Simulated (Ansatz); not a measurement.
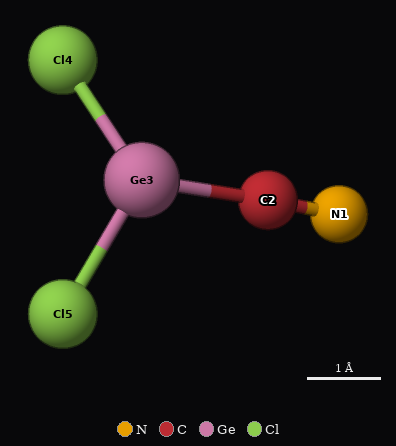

**Figure 1.** The input geometry of run A (ball-and-stick view, seen at a tilt; atoms are numbered from 1 in the order of the input). Sticks mark near contacts.

**Two runs on CCl$_{2}$GeN**

System: CCl$_{2}$GeN, multiplicity 2, SMILES N#[C][Ge]([Cl])[Cl].
Method of run A: UKS PBE0-D4/def2-SVP (Ansatz 0.2.0).

Text and figures count atoms from 1; the logs count them from 0 in places.

## Input, run A
```yaml
crystal:
  periodic: [false, false, false]
  atoms:
    - { symbol: "N", position_ang: [0.320092, -0.92428, 2.685911] }
    - { symbol: C, position_ang: [-0.000228, -0.426304, 1.687502] }
    - { symbol: Ge, position_ang: [-0.675303, 0.494521, 0.1052] }
    - { symbol: Cl, position_ang: [-2.631395, -0.215177, -0.507462] }
    - { symbol: Cl, position_ang: [-0.390165, 2.642801, 0.199636] }
magnetization:
  spin_polarized: true
  initial_magnetization: 1
basis:
  gaussian: { orbitals: def2-SVP }
hamiltonian:
  xc: pbe0
  dispersion: d4
output:
  forces: true
```

Launched with:
```bash
ansatz run input.yaml --threads 1 --pin off --max-ram 2560MiB --backend cpu --events-out ev --progress --plain --runs-dir out
```

Hardware: 1 thread of Arm Neoverse N1, 98 GiB of memory available, shared host.

## Output (run A)
```
Engine: ansatz 0.2.0, aarch64-unknown-linux-gnu
Functional definition: PBE0
  parameter a = 0.25
  parameter kappa = 0.804
  parameter beta = 0.06672455060314922
  exchange = (1 - a)*pbe_x(kappa = kappa, mu = beta*pi^2/3) + a*exact_x
  correlation = pbe_c(beta = beta)
920 factors; integrals over basis functions are off by at most 5.3e-4 eV
mean field evaluation 1: about -84051.2118 eV, gradient 3.0e1 eV
mean field evaluation 2: about -84021.4153 eV, gradient 7.7e1 eV
mean field evaluation 4: about -84055.4719 eV, gradient 6.3e0 eV
mean field evaluation 8: about -84055.7206 eV, gradient 1.3e-1 eV
mean field evaluation 16: about -84055.7208 eV, gradient 1.0e-3 eV
mean field -84055.72079986 eV, -3088.9907643810 hartree, gradient 5.6e-5 eV, S^2 0.752533; 0 other end points of the search recorded, 0 dependent functions left out
the calculation of the forces begins
reference -84055.72082063 eV, -3088.9907651442 hartree; 40, 39 occupied and 56, 57 virtual orbitals, 920 factors
Total energy: -84055.86917506 eV, -3088.9962170689 hartree
Atom 0 at     0.320092    -0.924280     2.685911 Å, force     0.209558    -0.139843    -0.099488 eV/Å
Atom 1 at    -0.000228    -0.426304     1.687502 Å, force    -0.791883     0.585201     0.145339 eV/Å
Atom 2 at    -0.675303     0.494521     0.105200 Å, force     0.738029    -0.368755    -0.848887 eV/Å
Atom 3 at    -2.631395    -0.215177    -0.507462 Å, force     0.149686     0.251846     0.473311 eV/Å
Atom 4 at    -0.390165     2.642801     0.199636 Å, force    -0.305391    -0.328449     0.329725 eV/Å
Dipole moment:    -0.069821     0.153432    -0.399113 e Å
```

For run B the input was changed thus:
```diff
-    - { symbol: "N", position_ang: [0.320092, -0.92428, 2.685911] }
-    - { symbol: C, position_ang: [-0.000228, -0.426304, 1.687502] }
+    - { symbol: "N", position_ang: [1.096151, -1.306414, 1.770625] }
+    - { symbol: C, position_ang: [0.454617, -0.631976, 1.077103] }
-    - { symbol: Cl, position_ang: [-2.631395, -0.215177, -0.507462] }
-    - { symbol: Cl, position_ang: [-0.390165, 2.642801, 0.199636] }
+    - { symbol: Cl, position_ang: [-2.061795, -0.456179, -1.130089] }
+    - { symbol: Cl, position_ang: [0.131122, 2.34019, -0.438235] }
```

What does this change do to the results?

With the same method and basis, run B lies 6.8 kcal/mol higher. The largest force goes from 1.184 to 2.518 eV/Å.

## Output (run B)
```
Engine: ansatz 0.2.0, aarch64-unknown-linux-gnu
Functional definition: PBE0
  parameter a = 0.25
  parameter kappa = 0.804
  parameter beta = 0.06672455060314922
  exchange = (1 - a)*pbe_x(kappa = kappa, mu = beta*pi^2/3) + a*exact_x
  correlation = pbe_c(beta = beta)
920 factors; integrals over basis functions are off by at most 4.4e-4 eV
mean field evaluation 1: about -84049.4279 eV, gradient 3.3e1 eV
mean field evaluation 2: about -83988.3434 eV, gradient 1.0e2 eV
mean field evaluation 4: about -84054.8273 eV, gradient 1.1e1 eV
mean field evaluation 8: about -84055.4228 eV, gradient 5.3e-1 eV
mean field evaluation 16: about -84055.4246 eV, gradient 4.8e-4 eV
mean field -84055.42460193 eV, -3088.9798793079 hartree, gradient 8.8e-5 eV, S^2 0.753368; 0 other end points of the search recorded, 0 dependent functions left out
the calculation of the forces begins
reference -84055.42462273 eV, -3088.9798800723 hartree; 40, 39 occupied and 56, 57 virtual orbitals, 920 factors
Total energy: -84055.57568461 eV, -3088.9854314939 hartree
Atom 0 at     1.096151    -1.306414     1.770625 Å, force     0.014831    -0.079415     0.273545 eV/Å
Atom 1 at     0.454617    -0.631976     1.077103 Å, force     0.822293    -0.508218    -0.551464 eV/Å
Atom 2 at    -0.675303     0.494521     0.105200 Å, force    -1.336208     0.536691     2.065859 eV/Å
Atom 3 at    -2.061795    -0.456179    -1.130089 Å, force    -0.238015    -0.596260    -1.047790 eV/Å
Atom 4 at     0.131122     2.340190    -0.438235 Å, force     0.737099     0.647201    -0.740151 eV/Å
Dipole moment:    -0.238429     0.263721    -0.310462 e Å
```

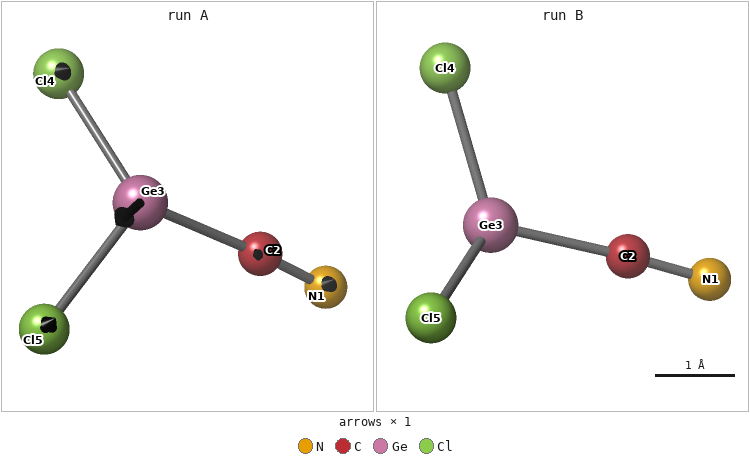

**Figure 2.** The two input geometries at one scale (ball-and-stick view, seen at a tilt). The black arrows on the first give the shifts of the atoms after the best rigid fit, at true length. The largest move after the best rigid fit is that of Ge3, 0.70 Å. Largest moves by element: Ge 0.70 Å, Cl 0.28 Å, N 0.25 Å, C 0.12 Å. Among the contacts that change: Ge3–Cl4 2.169 → 2.086 Å, C2–Ge3 1.951 → 1.868 Å.

## The two runs side by side

```tsv
quantity	run A	run B
outcome	converged	converged
total energy (hartree)	−3088.996217	−3088.985431
⟨S²⟩	0.753	0.753
largest force (eV/Å)	1.184	2.518
basis functions	96	96
wall time (shared host)	14 s	14 s
```
